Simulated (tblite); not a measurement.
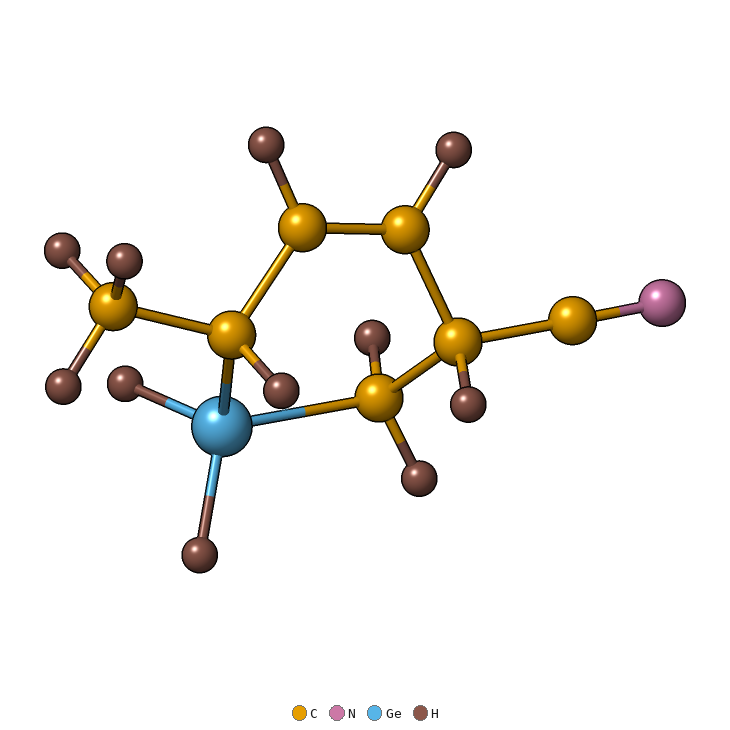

The picture comes from a calculation with tblite.

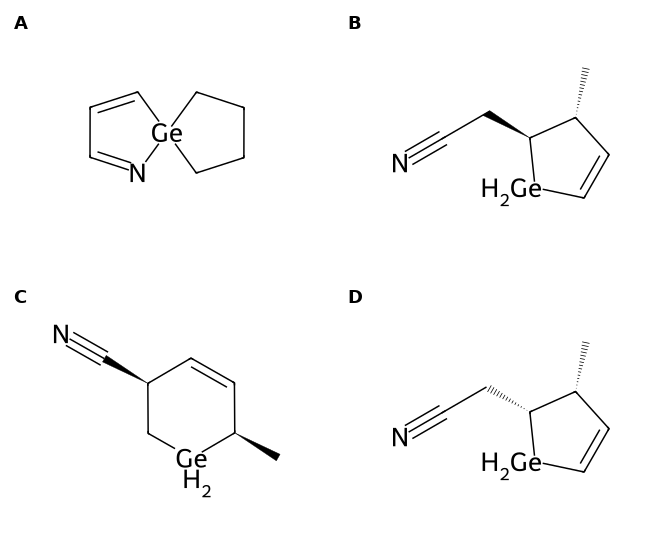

**Which structural formula matches the 3D model?**

C, `C[C@@H]1C=C[C@H](C#N)[CH2][GeH2]1`.
